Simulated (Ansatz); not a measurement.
A computed series for hypothetical fluorite MoS2: pressure series

The parent structure is MoS2 in the fluorite structure (space group Fm-3m, No. 225; a = 5.948 Å; ferromagnetic; a hypothetical phase, not in the database extracts checked).

Cell and atoms are relaxed at each pressure.

Level of theory: PBE (Ansatz, a quantum-chemistry and plane-wave program), no SOC.

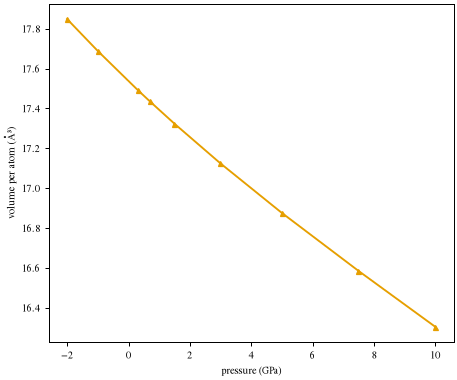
Figure. Volume against pressure

**Question.** Estimate the zero-pressure bulk modulus from the plot.

**Answer.** About 120 GPa; a third-order Birch–Murnaghan fit to the points gives V₀ = 17.54 Å³/atom, B₀ = 120 GPa and B₀′ = 3.7.

The magnetic state is the one reached from the starting moments; the real material's order can differ, and small cells can't hold many antiferromagnetic ones. Load acts through the strain it causes; cell and atoms are relaxed under it. Whether these cells are dynamically stable was not tested. No other phases were tried under pressure.
